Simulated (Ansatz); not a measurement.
Input

```
crystal:
  periodic: [false, false, false]
  atoms:
    - { symbol: B, position_ang: [0.0, 0.0, 0.0] }
    - { symbol: O, position_ang: [0.0, 0.0, 1.41] }
    - { symbol: H, position_ang: [-0.9095, -0.2814, 1.7471] }
    - { symbol: Cl, position_ang: [1.6108, 0.0, -0.93] }
    - { symbol: H, position_ang: [-1.0305, 0.0, -0.595] }
basis:
  gaussian: { orbitals: "6-31G*" }
hamiltonian:
  xc: b3lyp
  dispersion: d4
relax:
  f_tol: 0.02
  max_steps: 40
output:
  orbitals: {}
```

Run with:

```sh
ansatz run input.yaml --threads 1 --pin off --max-ram 2048MiB --backend cpu --events-out ev --progress --plain --runs-dir out
```

The fields are those of the run's last geometry, not of the input's.

The calculation used Ansatz, RKS B3LYP-D4/6-31G*.

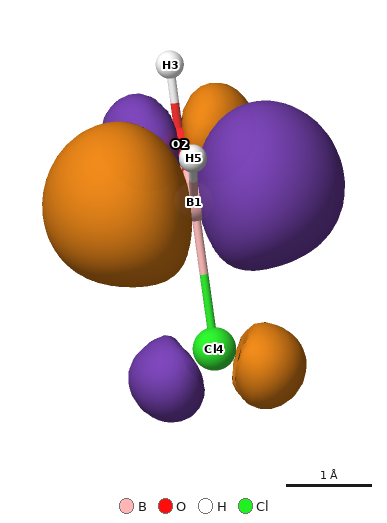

BClH2O. The LUMO at ±0.15 Å⁻³ᐟ² (orange and purple are the two phases), seen at an oblique angle.

> What is the character of this orbital?

By Hirshfeld shares it lies mainly on B1 (about 60 %), O2 (about 20 %), Cl4 (about 15 %) and H5 (about 5 %); it changes sign across the molecular plane (π type); π-antibonding (a node) across B1–O2. Its energy is −0.26 eV.
